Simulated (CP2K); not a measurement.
**C2H4SiZn (SMILES C=[C]1[SiH2][Zn]1) at 3 levels**

Aim: a comparison of 3 runs (MNDO, GFN2-xTB, GFN1-xTB) of C2H4SiZn. 

The calculation is run with CP2K 2026.2.

4 further runs of the same task are left out: 2 that didn't finish, 2 set aside as unsound or not needed.

## Step 1: The molecule

The species is C2H4SiZn (8 atoms), meant as a singlet with charge 0. SMILES: `C=[C]1[SiH2][Zn]1`. Geometry: a rough force-field guess.

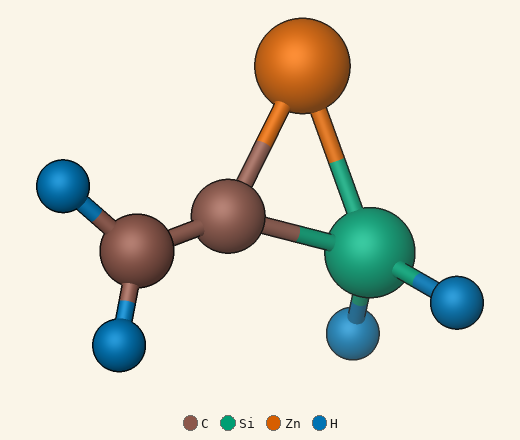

The structure, seen from a chosen angle (carbon brown, silicon teal, zinc orange, hydrogen blue).

## Step 2: Energy and gradient at MNDO (run 1)

gas.inp reads:

```
&GLOBAL
 PROJECT gas
 RUN_TYPE ENERGY_FORCE
 PRINT_LEVEL MEDIUM
&END GLOBAL

&FORCE_EVAL
 METHOD Quickstep
 &DFT
  CHARGE 0
  MULTIPLICITY 1
  &QS
   METHOD MNDO
   EPS_DEFAULT 1.0E-10
   &SE
    &COULOMB
     CUTOFF [angstrom] 50
     RC_RANGE [angstrom] 0
    &END COULOMB
    &EXCHANGE
     CUTOFF [angstrom] 50
     RC_RANGE [angstrom] 0
    &END EXCHANGE
   &END SE
  &END QS
  # isolated system
  &POISSON
   PERIODIC NONE
   POISSON_SOLVER ANALYTIC
  &END POISSON
  # SCF settings
  &SCF
   SCF_GUESS ATOMIC
   EPS_SCF 1.0E-07
   MAX_SCF 80
   ADDED_MOS 2
   LEVEL_SHIFT 0.3
   &DIAGONALIZATION
    ALGORITHM STANDARD
   &END DIAGONALIZATION
   &MIXING
    METHOD DIRECT_P_MIXING
    ALPHA 0.4
   &END MIXING
   &SMEAR ON
    METHOD FERMI_DIRAC
    ELECTRONIC_TEMPERATURE [K] 300
   &END SMEAR
  &END SCF
  # extra output
  &PRINT
   &MOMENTS
    PERIODIC F
    REFERENCE COM
    MAX_MOMENT 1
   &END MOMENTS
   &MO ON
    ENERGIES T
    OCCUPATION_NUMBERS T
    NDIGITS 6
    &EACH
     QS_SCF 0
    &END EACH
    ADD_LAST NUMERIC
   &END MO
   &HIRSHFELD OFF
   &END HIRSHFELD
  &END PRINT
 &END DFT
 &SUBSYS
  &CELL
   ABC [angstrom] 11.7 12.5 10.7
   PERIODIC NONE
  &END CELL
  &COORD
   C     -0.896600     1.180400    -0.050400
   C      0.056800     0.367200    -0.214300
   Si     0.789700    -1.269600     0.114900
   Zn     1.844100     0.254900    -1.085000
   H     -0.900300     2.193500    -0.551600
   H     -1.808300     0.963700     0.531500
   H      1.027400    -1.431000     1.583300
   H     -0.020700    -2.316200    -0.384300
  &END COORD
  &TOPOLOGY
   &CENTER_COORDINATES
   &END CENTER_COORDINATES
  &END TOPOLOGY
 &END SUBSYS
 # extra output
 &PRINT
  &FORCES ON
  &END FORCES
 &END PRINT
&END FORCE_EVAL
```

Started as:

```bash
OMP_NUM_THREADS=1 cp2k.psmp -i gas.inp -o gas.out
```

Log:

```text
CP2K| version string:                                       CP2K version 2026.2
[...]
 GLOBAL| Method name                                                        CP2K
[...]
 GLOBAL| Run type                                                   ENERGY_FORCE
[...]
                             - Atoms:                                          8
[...]
                             - Spherical basis functions:                     20
[...]
 Number of electrons:                                                         18
[...]
     1 P_Mix/Diag. 0.40E+00    0.0     0.81300950       -10.7187275211 -1.07E+01
[...]
    66 DIIS/Diag.  0.97E-07    0.0     0.00000010       -15.6557875230 -9.95E-14
  *** SCF run converged in    66 steps ***
  Core-core repulsion energy [eV]:                            802.47833604394123
  Core Hamiltonian energy [eV]:                              -631.92984020725066
  Two-electron integral energy [eV]:                        -1193.12827940554166
  Electronic energy [eV]:                                   -1228.49397991002138
  Electronic entropic energy:                                  -0.00000000000000
  Fermi energy:                                                -0.04740929154540
  Total energy [eV]:                                         -426.01564386608021
  Atomic reference energy [eV]:                               431.25547180112574
  Heat of formation [kcal/mol]:                               120.83331230063773
[...]
 SE_DIPOLE| Moment [Debye]         -2.34914424      -0.03182173       1.44331253
 SE_DIPOLE| Derivative [a.u.]       0.00000000       0.00000000       0.00000000
 ENERGY| Total FORCE_EVAL ( QS ) energy [hartree]            -15.655787523038395
 FORCES| Atomic forces [hartree/bohr]
 FORCES|   Atom     x               y               z               |f|
 FORCES|      1 -6.41865238E-02  5.87241748E-02  1.54194046E-03   8.70104369E-02
 FORCES|      2  9.73804429E-02 -7.49081338E-02 -1.79166165E-02   1.24157901E-01
 FORCES|      3 -4.25474080E-02  1.59931437E-02  4.12152863E-02   6.13576596E-02
 FORCES|      4 -2.48280279E-03  3.99290548E-03 -1.31865835E-03   4.88328411E-03
 FORCES|      5 -6.13251112E-03 -1.68862872E-02  1.45475018E-02   2.31167515E-02
 FORCES|      6  1.75141776E-03  7.08427367E-03 -2.58029007E-03   7.74030325E-03
 FORCES|      7  6.90780692E-04 -6.59785495E-04 -3.85529818E-02   3.85648143E-02
 FORCES|      8  1.55266043E-02  6.65970882E-03  3.06381816E-03   1.71701527E-02
 FORCES| Sum    -2.08166817E-16  5.62050406E-16  1.52655666E-16
 FORCES| Total atomic force                                       6.18496431E-16
[...]
```

It took 0.5 s on 1 thread of Arm Neoverse N1, shared host; peak memory 0.14 GiB.

## Step 3: Energy and gradient at GFN2-xTB (run 2)

molecule.xyz reads:

```xyz
8

C     -0.896600     1.180400    -0.050400
C      0.056800     0.367200    -0.214300
Si     0.789700    -1.269600     0.114900
Zn     1.844100     0.254900    -1.085000
H     -0.900300     2.193500    -0.551600
H     -1.808300     0.963700     0.531500
H      1.027400    -1.431000     1.583300
H     -0.020700    -2.316200    -0.384300
```

calc.inp reads:

```
&GLOBAL
    PROJECT_NAME calc
    RUN_TYPE ENERGY_FORCE
    PRINT_LEVEL MEDIUM
&END GLOBAL
&FORCE_EVAL
    METHOD QUICKSTEP
    &DFT
        CHARGE 0
        MULTIPLICITY 1
        &QS
            METHOD XTB
            EPS_DEFAULT 1.0E-10
            &XTB
                GFN_TYPE TBLITE
                &TBLITE
                    METHOD GFN2
                &END TBLITE
                CHECK_ATOMIC_CHARGES F
            &END XTB
        &END QS
        &POISSON
            PERIODIC NONE
            POISSON_SOLVER ANALYTIC
        &END POISSON
        # SCF settings
        &SCF
            SCF_GUESS ATOMIC
            EPS_SCF 1.0E-06
            MAX_SCF 150
            ADDED_MOS 4
            &DIAGONALIZATION
                ALGORITHM STANDARD
            &END DIAGONALIZATION
            &MIXING
                METHOD DIRECT_P_MIXING
                ALPHA 0.4
            &END MIXING
            &SMEAR ON
                METHOD FERMI_DIRAC
                ELECTRONIC_TEMPERATURE [K] 300
            &END SMEAR
        &END SCF
        &PRINT
            &MOMENTS
                PERIODIC F
                REFERENCE COM
                MAX_MOMENT 1
            &END MOMENTS
            &MO ON
                ENERGIES T
                OCCUPATION_NUMBERS T
                NDIGITS 6
                &EACH
                    QS_SCF 0
                &END EACH
                ADD_LAST NUMERIC
            &END MO
            &HIRSHFELD OFF
            &END HIRSHFELD
        &END PRINT
    &END DFT
    # atoms, cell and kinds
    &SUBSYS
        &CELL
            ABC [angstrom] 13.7 14.5 12.7
            PERIODIC NONE
        &END CELL
        &TOPOLOGY
            COORD_FILE_NAME molecule.xyz
            COORD_FILE_FORMAT XYZ
            &CENTER_COORDINATES
            &END CENTER_COORDINATES
        &END TOPOLOGY
    &END SUBSYS
    &PRINT
        &FORCES ON
        &END FORCES
    &END PRINT
&END FORCE_EVAL
```

Started as:

```bash
OMP_NUM_THREADS=1 cp2k.psmp calc.inp > calc.out
```

Log:

```text
CP2K| version string:                                       CP2K version 2026.2
[...]
 GLOBAL| Method name                                                        CP2K
[...]
 GLOBAL| Run type                                                   ENERGY_FORCE
[...]
                             - Atoms:                                          8
[...]
                             - Spherical basis functions:                     25
[...]
 Number of electrons:                                                         18
[...]
  *** SCF run converged in    28 steps ***
[...]
  Fermi energy:                                                -0.27336583073450
[...]
 TB_DIPOLE| Moment [Debye]          2.34030651      -0.77935253      -1.12429448
 TB_DIPOLE| Derivative [a.u.]       0.00000000       0.00000000       0.00000000
[...]
 ENERGY| Total FORCE_EVAL ( QS ) energy [hartree]             -8.412381647113355
 FORCES| Atomic forces [hartree/bohr]
 FORCES|   Atom     x               y               z               |f|
 FORCES|      1 -6.30723058E-02  4.91049189E-02  7.89781314E-03   8.03229997E-02
 FORCES|      2  3.56234132E-02  3.09568053E-02 -3.42451341E-02   5.83102099E-02
 FORCES|      3  2.18619197E-02 -5.54445705E-02  4.28656102E-02   7.34132445E-02
 FORCES|      4  3.20573691E-02  1.83873021E-02 -2.50838432E-02   4.46650533E-02
 FORCES|      5 -4.58222061E-03 -1.93648932E-02  1.41122776E-02   2.43957417E-02
 FORCES|      6 -1.39479677E-03  4.75211761E-03 -2.06362338E-04   4.95688059E-03
 FORCES|      7 -4.41886128E-03 -5.79816269E-03 -2.00774754E-03   7.56148635E-03
 FORCES|      8 -1.60745175E-02 -2.25935176E-02 -3.33261370E-03   2.79278260E-02
 FORCES| Sum     6.24500451E-17  2.42861287E-17 -4.55364912E-17
 FORCES| Total atomic force                                       8.10147901E-17
[...]
```

Run time: 0.44 s. Hardware: 1 thread of Arm Neoverse N1, shared host; peak memory 0.14 GiB.

## Step 4: Energy and gradient at GFN1-xTB (run 3)

molecule.xyz is that of step 3.

calc.inp reads:

```
&GLOBAL
 PROJECT calc
 RUN_TYPE ENERGY_FORCE
 PRINT_LEVEL MEDIUM
&END GLOBAL

&FORCE_EVAL
 METHOD QUICKSTEP
 &DFT
  &QS
   METHOD XTB
   EPS_DEFAULT 1.0E-10
   &XTB
    GFN_TYPE TBLITE
    &TBLITE
     METHOD GFN1
    &END TBLITE
    CHECK_ATOMIC_CHARGES F
   &END XTB
  &END QS
  &POISSON
   PERIODIC NONE
   POISSON_SOLVER ANALYTIC
  &END POISSON
  &SCF
   SCF_GUESS ATOMIC
   EPS_SCF 1.0E-06
   MAX_SCF 150
   ADDED_MOS 2
   &DIAGONALIZATION
    ALGORITHM STANDARD
   &END DIAGONALIZATION
   &MIXING
    METHOD DIRECT_P_MIXING
    ALPHA 0.4
   &END MIXING
   &SMEAR ON
    METHOD FERMI_DIRAC
    ELECTRONIC_TEMPERATURE [K] 300
   &END SMEAR
  &END SCF
  &PRINT
   &MOMENTS
    PERIODIC F
    REFERENCE COM
    MAX_MOMENT 1
   &END MOMENTS
   &MO ON
    ENERGIES T
    OCCUPATION_NUMBERS T
    NDIGITS 6
    &EACH
     QS_SCF 0
    &END EACH
    ADD_LAST NUMERIC
   &END MO
   &HIRSHFELD OFF
   &END HIRSHFELD
  &END PRINT
 &END DFT
 &SUBSYS
  &CELL
   ABC 11.7 12.5 10.7
   PERIODIC NONE
  &END CELL
  &TOPOLOGY
   COORD_FILE_NAME molecule.xyz
   COORD_FILE_FORMAT XYZ
   &CENTER_COORDINATES
   &END CENTER_COORDINATES
  &END TOPOLOGY
 &END SUBSYS
 &PRINT
  &FORCES ON
  &END FORCES
 &END PRINT
&END FORCE_EVAL
```

Started as:

```bash
OMP_NUM_THREADS=1 cp2k.psmp calc.inp > calc.out
```

Log:

```text
CP2K| version string:                                       CP2K version 2026.2
[...]
 GLOBAL| Method name                                                        CP2K
[...]
 GLOBAL| Run type                                                   ENERGY_FORCE
[...]
                             - Atoms:                                          8
[...]
                             - Spherical basis functions:                     29
[...]
 Number of electrons:                                                         18
[...]
  *** SCF run converged in    13 steps ***
[...]
  Fermi energy:                                                -0.30245328994356
[...]
 TB_DIPOLE| Moment [Debye]          1.70455513       0.14393871      -1.08610819
 TB_DIPOLE| Derivative [a.u.]       0.00000000       0.00000000       0.00000000
[...]
 ENERGY| Total FORCE_EVAL ( QS ) energy [hartree]             -8.883512934690296
 FORCES| Atomic forces [hartree/bohr]
 FORCES|   Atom     x               y               z               |f|
 FORCES|      1 -8.06204122E-02  7.49640134E-02  5.73928394E-03   1.10236988E-01
 FORCES|      2  3.43760417E-02 -1.41182453E-02 -1.42562891E-02   3.98030008E-02
 FORCES|      3  1.24788757E-02 -3.42125694E-02  3.52495265E-02   5.06828508E-02
 FORCES|      4  5.11968169E-02  1.43573107E-02 -3.31673649E-02   6.26683375E-02
 FORCES|      5 -5.51214924E-03 -1.81197044E-02  1.40516264E-02   2.35829532E-02
 FORCES|      6  7.08484740E-04  5.36233043E-03 -1.48403397E-03   5.60882297E-03
 FORCES|      7 -3.12738632E-03 -8.49897180E-03 -5.89512165E-03   1.08058098E-02
 FORCES|      8 -9.50027138E-03 -1.97341636E-02 -2.37627248E-04   2.19031696E-02
 FORCES| Sum    -1.33573708E-16  1.87350135E-16  5.74627151E-18
 FORCES| Total atomic force                                       2.30163047E-16
[...]
```

It took 0.4 s on 1 thread of Arm Neoverse N1, shared host; peak memory 0.14 GiB.

## Step 5: The series

```
run     level  SCF convergence threshold  iteration cap  energy (Eh)  dipole moment (D)  HOMO energy (eV)  LUMO energy (eV)  wall time
  1      MNDO                      1e-07             80   -15.655788               2.76             -7.66             -0.39      0.5 s
  2  GFN2-xTB                      1e-06            150    -8.412382               2.71             -7.66             -7.22     0.44 s
  3  GFN1-xTB                      1e-06            150    -8.883513               2.03             -8.81             -7.65      0.4 s
```

## Step 6: Outcome

| quantity | value |
| --- | --- |
| run 3: total energy | -8.88351 Eh |
| run 3: dipole moment (from atomic charges alone) | 2.03 D |
| run 3: HOMO energy | -8.81 eV |
| run 3: LUMO energy | -7.65 eV |
| run 3: HOMO–LUMO gap | 1.16 eV |
| run 3: largest force on an atom | 5.669 eV/Å |

What this shows: The dipole moment (its size) runs from 2.03 D (GFN1-xTB) to 2.76 D (MNDO). Some of these are taken from atomic charges alone. The HOMO–LUMO gap runs from 0.44 eV (GFN2-xTB) to 7.27 eV (MNDO). Force-field and semi-empirical energies have zeros of their own, so their totals don't compare. All runs together took 1.3 s, the longest 0.5 s.
